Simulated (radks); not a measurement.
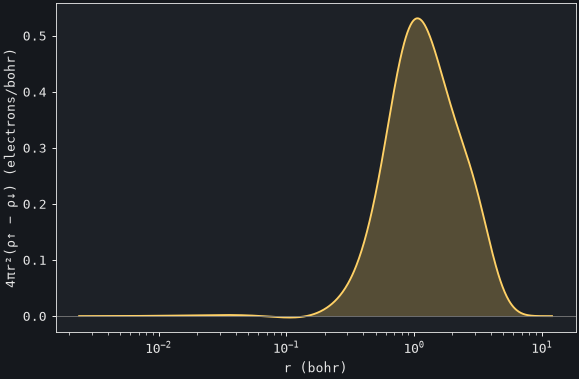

The radial spin density. The curve integrates to 1.3 unpaired electrons, held by 3d (+1) and 4s (+0.3). Its largest value, 0.531 electrons/bohr, lies near r = 1.1 bohr. Regions of the opposite sign are negligible.

## Run report: Sc (charge +0.3), atomic calculation

Sc with charge +0.3 in the configuration [Ar] 3d1 4s1.7 (3d: 1 up, 0 down, 4s: 1 up, 0.7 down). Computed at this level: scalar-relativistic Kohn-Sham, PBE, spin-polarised, spherical densities, point nucleus (the in-house radial solver radks).

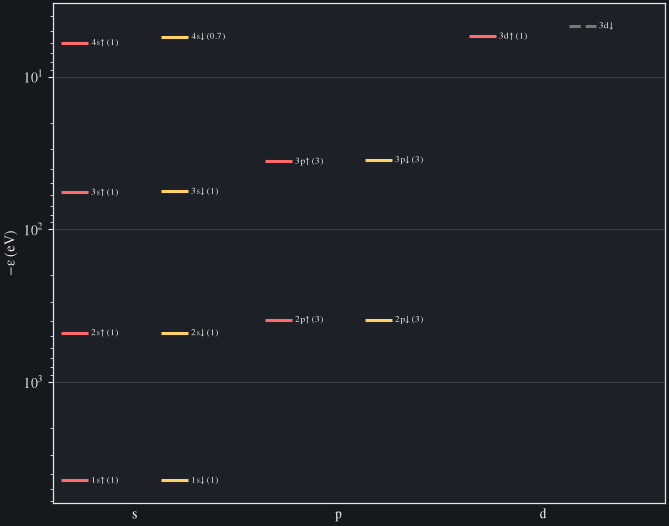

The occupied levels and a few empty ones, on a logarithmic scale of binding energy, are drawn by angular momentum (occupations in brackets, up spins at the left of each column and down spins at the right, empty levels dashed). The highest occupied level is 3d up at −5.44 eV. The highest 5 occupied levels, from the top down, are 3d up (−5.44 eV), 4s down (−5.47 eV), 4s up (−6.00 eV), 3p down (−35.1 eV), 3p up (−35.9 eV). The lowest empty level drawn is 3d down at −4.66 eV. The largest exchange splitting (down less up) among the shells drawn in both spins is that of 3p, 0.825 eV.

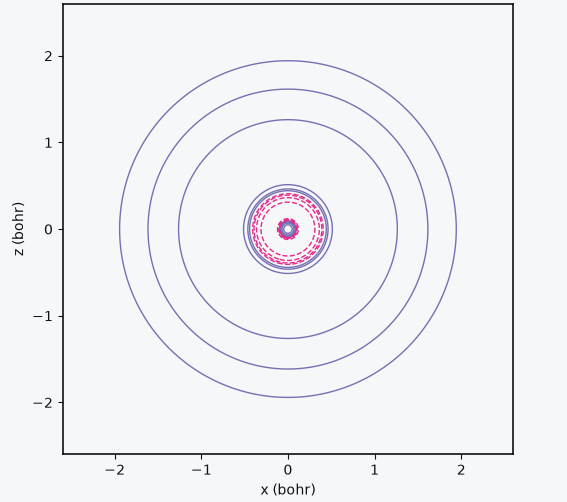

The 3s orbital of up spin. The radial function comes from the spherical calculation and is multiplied by a real spherical harmonic; the overall sign is chosen so that the largest lobe of P(r) is positive; at the scalar-relativistic level it is the large component. In the xz plane through the nucleus, contours of ψ are drawn, solid for positive and dashed for negative values, each about twice the one before. It has no angular node and 2 radial nodes, at r = 0.0960 and 0.424 bohr. The outermost maximum of P² lies at 0.927 bohr, ⟨r⟩ = 1.08 bohr, 90 % of the charge lies within 1.61 bohr, and the eigenvalue is −57.3 eV, with 1 electron in the shell for this spin.

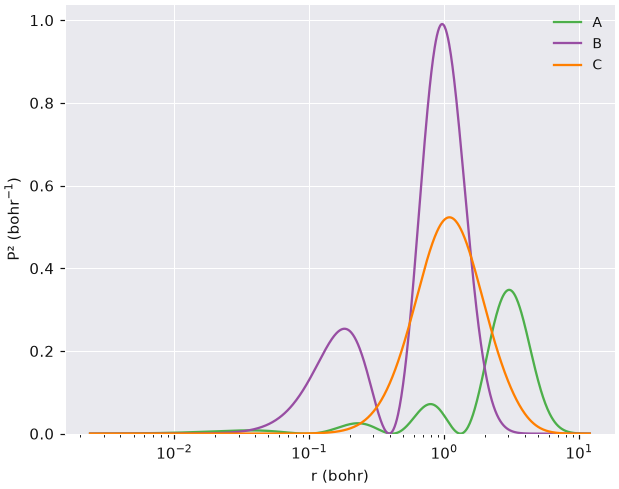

The radial probability densities P² of 3d up, 3p up and 4s up. A is 4s up; B is 3p up; C is 3d up. 3p up: outer maximum at 0.969 bohr, ⟨r⟩ = 1.17 bohr, 1 node, eigenvalue −35.9 eV; 3d up: outer maximum at 1.10 bohr, ⟨r⟩ = 1.80 bohr, 0 nodes, eigenvalue −5.44 eV; 4s up: outer maximum at 3.04 bohr, ⟨r⟩ = 3.57 bohr, 3 nodes, eigenvalue −6.00 eV.

Input and output of the run follow.

### Input file
```
Z 21
configuration [Ar] 3d1 4s1 4s0.7
relativity scalar-relativistic
functional pbe,pbe
spin polarised
nucleus point
c 137.035999084
```

Energies in input and log are in hartree, lengths in bohr.

### Output
```
1s      1   1.0000        -161.66621922
2s      1   1.0000         -17.50347654
2p      1   3.0000         -14.33973270
3s      1   1.0000          -2.10614790
3p      1   3.0000          -1.31945410
3d      1   1.0000          -0.20003995
4s      1   1.0000          -0.22038640
1s      2   1.0000        -161.66614248
2s      2   1.0000         -17.49546319
2p      2   3.0000         -14.33345887
3s      2   1.0000          -2.07607708
3p      2   3.0000          -1.28912616
3d      2   0.0000          -0.17131394
4s      2   0.7000          -0.20102328
Etot -764.0102536007073
Ekin 769.820170920875
Encl -1813.5259353743295
Eh 318.53551323753493
Exc -38.840002384787624
err 1.4450665326946396e-09
it 13
```

### Orbitals

```csv
orbital,occupation,energy (eV),⟨r⟩ (bohr),outer maximum (bohr)
1s up,1,−4399.2,0.07304,0.0478
1s down,1,−4399.2,0.07304,0.0478
2s up,1,−476.294,0.3435,0.284
2s down,1,−476.076,0.3434,0.284
2p up,3,−390.204,0.3077,0.232
2p down,3,−390.033,0.3076,0.232
3s up,1,−57.311,1.075,0.927
3s down,1,−56.493,1.075,0.927
3p up,3,−35.904,1.169,0.969
3p down,3,−35.079,1.168,0.968
4s up,1,−5.997,3.565,3.04
4s down,0.7,−5.470,3.645,3.08
3d up,1,−5.443,1.797,1.10
3d down,0,−4.662,1.838,1.10
```

### Slater integrals of the outer shells (hartree)

| integral | value |
| --- | --- |
| F0(3d,3d) | 0.5253 |
| F2(3d,3d) | 0.2321 |
| F4(3d,3d) | 0.1424 |
| F0(3d,4s) | 0.3082 |
| G2(3d,4s) | 0.0601 |
| F0(3d,3p) | 0.6236 |
| F2(3d,3p) | 0.2807 |
| G1(3d,3p) | 0.3482 |
| G3(3d,3p) | 0.2069 |
| F0(3d,3s) | 0.6425 |
| G2(3d,3s) | 0.2577 |
| F0(4s,4s) | 0.2531 |
| F0(4s,3p) | 0.3252 |
| G1(4s,3p) | 0.0201 |
| F0(4s,3s) | 0.3274 |
| G0(4s,3s) | 0.0137 |
| F0(3p,3p) | 0.7739 |
| F2(3p,3p) | 0.3880 |
| F0(3p,3s) | 0.8041 |
| G1(3p,3s) | 0.5339 |

### Results in brief

| quantity | value |
| --- | --- |
| outcome | converged |
| total energy | −764.010254 hartree |
| kinetic energy | 769.820171 hartree |
| electron–nucleus energy | −1813.5259 hartree |
| Hartree energy | 318.535513 hartree |
| exchange–correlation energy | −38.840002 hartree |
| radius at density 0.001 e/bohr³ | 4.77 bohr |
| SCF iterations | 13 |
| hardware | 1 CPU thread, shared host |
